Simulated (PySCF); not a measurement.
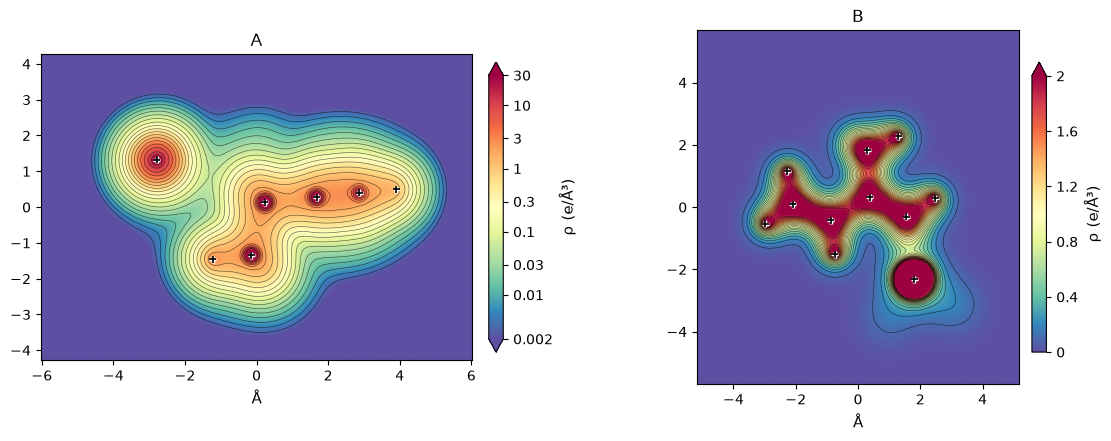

The total electron density of 2 systems, each on a plane through atoms (crosses mark nuclei in the plane).

Method: CAM-B3LYP/def2-SVPD, SCF density, gas phase (PySCF).

System 1: C5H8F2Si, the plane of atoms C3, C4 and H13. Geometry: GFN2-xTB.

```yaml
atoms:
  - { symbol: C, position_ang: [-2.2314, 1.9955, 0.8993] }
  - { symbol: C, position_ang: [-1.4500, 1.1050, 0.7313] }
  - { symbol: C, position_ang: [-0.4889, 0.0401, 0.4969] }
  - { symbol: C, position_ang: [-1.1562, -1.1008, -0.2724] }
  - { symbol: C, position_ang: [0.7229, 0.6097, -0.2625] }
  - { symbol: Si, position_ang: [2.1485, -0.6089, -0.4884] }
  - { symbol: F, position_ang: [2.4072, -1.3855, 0.8888] }
  - { symbol: F, position_ang: [3.5123, 0.2075, -0.6763] }
  - { symbol: H, position_ang: [-2.9222, 2.7683, 1.0609] }
  - { symbol: H, position_ang: [-0.1548, -0.3369, 1.4710] }
  - { symbol: H, position_ang: [-1.4533, -0.7663, -1.2644] }
  - { symbol: H, position_ang: [-2.0448, -1.4413, 0.2548] }
  - { symbol: H, position_ang: [-0.4698, -1.9386, -0.3744] }
  - { symbol: H, position_ang: [1.0937, 1.4818, 0.2857] }
  - { symbol: H, position_ang: [0.3782, 0.9838, -1.2291] }
  - { symbol: H, position_ang: [2.1012, -1.6043, -1.5329] }
```

System 2: C5H7Cl2Ga, the plane of atoms C3, C4 and H13. Geometry: GFN2-xTB.

```xyz
15

C    -0.7673    2.1107    0.3304
C     0.0136    1.0375    0.3139
C    -0.3349   -0.2720   -0.2182
C    -1.7000   -0.4460   -0.8206
C     0.5331   -1.2925   -0.1650
Ga    2.4022   -1.1836    0.5973
Cl    3.8921    0.1902    0.0246
Cl    3.0375   -2.6653    1.9484
H    -1.7666    2.1048   -0.0709
H    -0.4318    3.0429    0.7509
H     1.0180    1.0933    0.7410
H    -2.4648   -0.2209   -0.0795
H    -1.8441   -1.4622   -1.1769
H    -1.8236    0.2390   -1.6575
H     0.2322   -2.2680   -0.5398
```

Question: Which map belongs to which system?

Answer: Panel A is system 1, C5H8F2Si: the plane holds C, F and H. C–C (1.20 Å): ρ at the midpoint is about 2.7 e/Å³. Panel B is system 2, C5H7Cl2Ga: the plane holds C, Ga and H. C–C (1.33 Å): ρ is about 2.3 e/Å³ halfway.
